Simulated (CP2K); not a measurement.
# PM6 run of CH8BNOSn (SMILES [BH2][SnH2][O]CN)

What is the energy difference between two shapes of CH8BNOSn at PM6? 

The calculation is run with CP2K 2026.2.

1 further run of the same task is left out (set aside as unsound or not needed).

## 1. The system as given

The species is CH8BNOSn (13 atoms), meant as a singlet with charge 0. SMILES: `[BH2][SnH2][O]CN`. Geometry: a rough force-field guess. This is one conformer, not always the lowest.

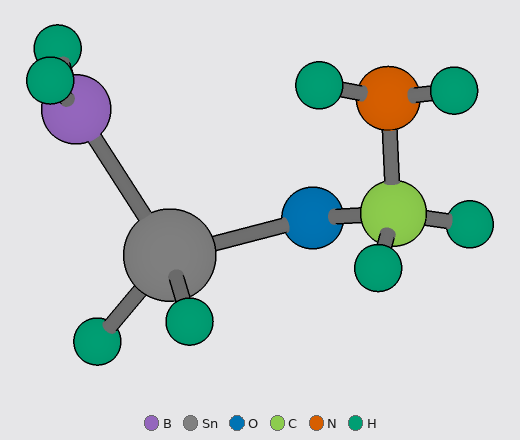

The structure, seen from a chosen angle (boron purple, tin grey, oxygen blue, carbon green, nitrogen orange, hydrogen teal).

## 2. A single-point energy at PM6

File gas.inp:

```
&GLOBAL
  PROJECT gas
  RUN_TYPE ENERGY
  PRINT_LEVEL MEDIUM
&END GLOBAL

&FORCE_EVAL
  METHOD QS
  &DFT
    CHARGE 0
    MULTIPLICITY 1
    # Quickstep
    &QS
      METHOD PM6
      EPS_DEFAULT 1.0E-10
      &SE
        &COULOMB
          CUTOFF [angstrom] 50
          RC_RANGE [angstrom] 0
        &END COULOMB
        &EXCHANGE
          CUTOFF [angstrom] 50
          RC_RANGE [angstrom] 0
        &END EXCHANGE
      &END SE
    &END QS
    &POISSON
      PERIODIC NONE
      POISSON_SOLVER ANALYTIC
    &END POISSON
    &SCF
      SCF_GUESS ATOMIC
      EPS_SCF 1.0E-06
      MAX_SCF 100
      ADDED_MOS 4
      &DIAGONALIZATION
        ALGORITHM STANDARD
      &END DIAGONALIZATION
      &MIXING
        METHOD DIRECT_P_MIXING
        ALPHA 0.4
      &END MIXING
    &END SCF
    # extra output
    &PRINT
      &MOMENTS
        PERIODIC F
        REFERENCE COM
        MAX_MOMENT 1
      &END MOMENTS
      &MO ON
        ENERGIES T
        OCCUPATION_NUMBERS T
        NDIGITS 6
        &EACH
          QS_SCF 0
        &END EACH
        ADD_LAST NUMERIC
      &END MO
      &HIRSHFELD OFF
      &END HIRSHFELD
    &END PRINT
  &END DFT
  # atoms, cell and kinds
  &SUBSYS
    &CELL
      ABC [angstrom] 20.3 21.6 19.9
      PERIODIC NONE
    &END CELL
    &COORD
      B     -1.834800    -1.166000     1.085200
      Sn     0.287500    -1.295200     0.675200
      O      0.653200    -0.601700    -1.171300
      C      1.119800     0.764200    -1.079900
      N     -0.146600     1.585700    -1.096100
      H     -2.656600    -1.658300     0.371300
      H     -2.240900    -0.462900     1.980900
      H      1.212100    -0.358400     1.872600
      H      0.767200    -2.958100     0.817600
      H      1.653500     0.997400    -1.951900
      H      1.676800     0.975600    -0.171400
      H      0.180600     2.594600    -1.161800
      H     -0.651600     1.548500    -0.155500
    &END COORD
    &TOPOLOGY
      &CENTER_COORDINATES
      &END CENTER_COORDINATES
    &END TOPOLOGY
  &END SUBSYS
&END FORCE_EVAL
```

Command:

```sh
$ OMP_NUM_THREADS=1 cp2k.psmp -i gas.inp -o gas.out
```

The log of the run:

```text
CP2K| version string:                                       CP2K version 2026.2
[...]
 GLOBAL| Method name                                                        CP2K
[...]
 GLOBAL| Run type                                                         ENERGY
[...]
                             - Atoms:                                         13
[...]
                             - Spherical basis functions:                     28
[...]
 Number of electrons:                                                         30
[...]
     1 P_Mix/Diag. 0.40E+00    0.0     0.82628335       -23.2106354325 -2.32E+01
[...]
    17 DIIS/Diag.  0.38E-06    0.0     0.00000100       -30.5250171391 -2.59E-11
  *** SCF run converged in    17 steps ***
  Core-core repulsion energy [eV]:                           2059.80655165032385
  Core Hamiltonian energy [eV]:                             -1320.11746683976503
  Two-electron integral energy [eV]:                        -3140.63408681909868
  Electronic energy [eV]:                                   -2890.43451024931437
  Total energy [eV]:                                         -830.62795859899029
  Atomic reference energy [eV]:                               830.11560865457955
  Heat of formation [kcal/mol]:                               -11.81507133586193
[...]
 SE_DIPOLE| Moment [Debye]         -1.62518364      -0.91418016      -4.10737374
 SE_DIPOLE| Derivative [a.u.]       0.00000000       0.00000000       0.00000000
 ENERGY| Total FORCE_EVAL ( QS ) energy [hartree]            -30.525017139062527
[...]
```

It took 0.47 s on 1 thread of Arm Neoverse N1, shared host; peak memory 0.14 GiB.

## 3. The distorted shape at the same level

File molecule.inp:

```
&global
 project_name molecule
 run_type ENERGY
 print_level MEDIUM
&end global

&force_eval
 method QS
 &dft
  ! Quickstep
  &qs
   method PM6
   eps_default 1.0E-10
   &se
    &coulomb
     cutoff [angstrom] 50
     rc_range [angstrom] 0
    &end coulomb
    &exchange
     cutoff [angstrom] 50
     rc_range [angstrom] 0
    &end exchange
   &end se
  &end qs
  ! cluster boundary conditions
  &poisson
   periodic NONE
   poisson_solver ANALYTIC
  &end poisson
  &scf
   scf_guess ATOMIC
   eps_scf 1.0E-06
   max_scf 100
   added_mos 4
   &diagonalization
    algorithm STANDARD
   &end diagonalization
   &mixing
    method DIRECT_P_MIXING
    alpha 0.4
   &end mixing
  &end scf
  &print
   &moments
    periodic F
    reference COM
    max_moment 1
   &end moments
   &mo ON
    energies T
    occupation_numbers T
    ndigits 6
    &each
     qs_scf 0
    &end each
    add_last NUMERIC
   &end mo
   &hirshfeld OFF
   &end hirshfeld
  &end print
 &end dft
 &subsys
  ! vacuum box
  &cell
   abc 20.4 21.6 20
   periodic NONE
  &end cell
  &coord
   B     -1.790324    -1.158834     1.083520
   Sn     0.242528    -1.314111     0.659821
   O      0.656367    -0.602050    -1.176185
   C      1.073262     0.794070    -1.086327
   N     -0.137921     1.592035    -1.103061
   H     -2.680349    -1.668328     0.404758
   H     -2.210538    -0.424608     1.936431
   H      1.229705    -0.336452     1.849206
   H      0.781217    -2.961645     0.832819
   H      1.620400     0.979656    -2.016845
   H      1.694438     0.997704    -0.183870
   H      0.158642     2.623878    -1.179059
   H     -0.658089     1.537680    -0.196359
  &end coord
  &topology
   &center_coordinates
   &end center_coordinates
  &end topology
 &end subsys
&end force_eval
```

Command:

```sh
$ OMP_NUM_THREADS=1 cp2k.psmp molecule.inp > molecule.out
```

The log of the run:

```text
CP2K| version string:                                       CP2K version 2026.2
[...]
 GLOBAL| Method name                                                        CP2K
[...]
 GLOBAL| Run type                                                         ENERGY
[...]
                             - Atoms:                                         13
[...]
                             - Spherical basis functions:                     28
[...]
 Number of electrons:                                                         30
[...]
     1 P_Mix/Diag. 0.40E+00    0.0     0.81286531       -23.2465844617 -2.32E+01
[...]
    17 DIIS/Diag.  0.36E-06    0.0     0.00000093       -30.5443226032 -2.70E-11
  *** SCF run converged in    17 steps ***
  Core-core repulsion energy [eV]:                           2061.49552209148669
  Core Hamiltonian energy [eV]:                             -1320.60258699124006
  Two-electron integral energy [eV]:                        -3144.09244419102652
  Electronic energy [eV]:                                   -2892.64880908675332
  Total energy [eV]:                                         -831.15328699526674
  Atomic reference energy [eV]:                               830.11560865457955
  Heat of formation [kcal/mol]:                               -23.92943290546870
[...]
 SE_DIPOLE| Moment [Debye]         -1.29422041      -1.01242038      -3.87702078
 SE_DIPOLE| Derivative [a.u.]       0.00000000       0.00000000       0.00000000
 ENERGY| Total FORCE_EVAL ( QS ) energy [hartree]            -30.544322603240524
[...]
```

It took 0.46 s on 1 thread of Arm Neoverse N1, shared host; peak memory 0.14 GiB.

## 4. Outcome

At PM6:

| quantity | value |
| --- | --- |
| first shape: total energy | -30.52502 Eh |
| first shape: dipole moment | 4.51 D |
| first shape: HOMO energy | -9.43 eV |
| first shape: LUMO energy | -0.99 eV |
| first shape: HOMO–LUMO gap | 8.44 eV |
| first shape: heat of formation | -11.8 kcal/mol |
| distorted shape: total energy | -30.54432 Eh |
| distorted shape: dipole moment | 4.21 D |
| distorted shape: HOMO energy | -9.52 eV |
| distorted shape: LUMO energy | -1.11 eV |
| distorted shape: HOMO–LUMO gap | 8.41 eV |
| distorted shape: heat of formation | -23.9 kcal/mol |
| energy change with the atoms displaced | -0.525 eV |

**Reading.** With the atoms displaced the energy falls by 0.53 eV (50.7 kJ/mol). The first shape isn't relaxed at this level, so the change isn't measured from a minimum.
